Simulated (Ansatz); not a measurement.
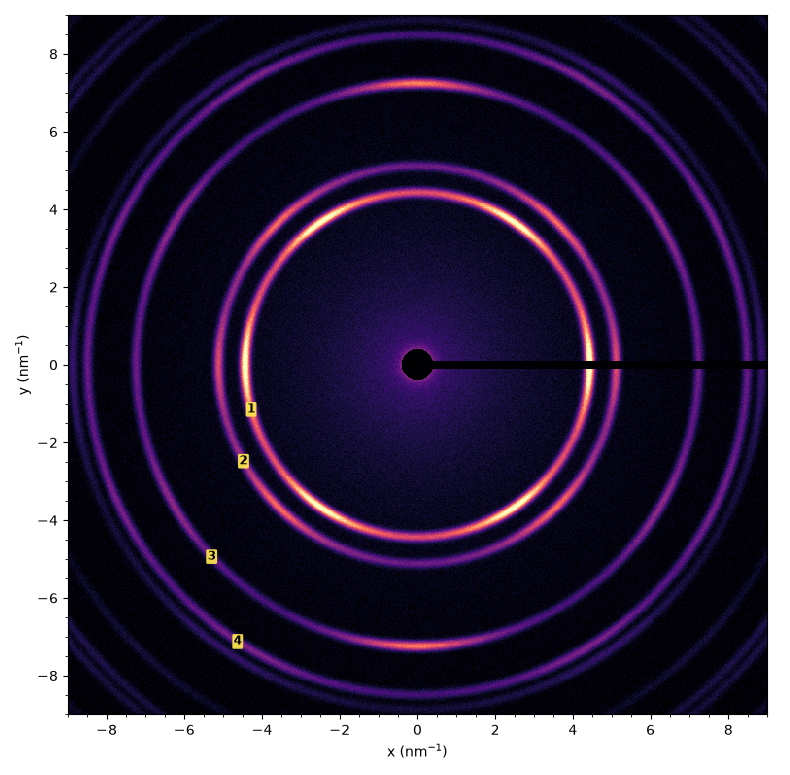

Simulated electron diffraction rings at 300 kV (λ = 0.0197 Å), scale in nm⁻¹ (radius = 1/d), for a sample with fibre texture (March–Dollase model, fibre axis vertical in the picture). Kinematic intensities with B = 1.0 Å² for all atoms, without multiple scattering; brightness goes as intensity to the power 0.6, clipped at the top, with counting noise. Reflections closer than the ring width show as one ring.

The sample is Pd, space group Fm-3m, a = 3.907 Å, b = 3.907 Å, c = 3.907 Å, α = 90.00°, β = 90.00°, γ = 90.00°. Basis of the simulation: the input geometry of an electronic-structure calculation (not necessarily at equilibrium).

Q: Measure the numbered rings and index them.

A:
| ring | radius | d (Å) | hkl |
| --- | --- | --- | --- |
| 1 | 4.43 nm⁻¹ | 2.26 | 111 |
| 2 | 5.12 nm⁻¹ | 1.954 | 200 |
| 3 | 7.24 nm⁻¹ | 1.381 | 220 |
| 4 | 8.49 nm⁻¹ | 1.178 | 311 |

Q: Which lattice planes lie preferentially normal to the fibre axis?

A: The (2 2 0) planes: ring 3 is concentrated at the top and bottom of the pattern (March parameter 0.35).
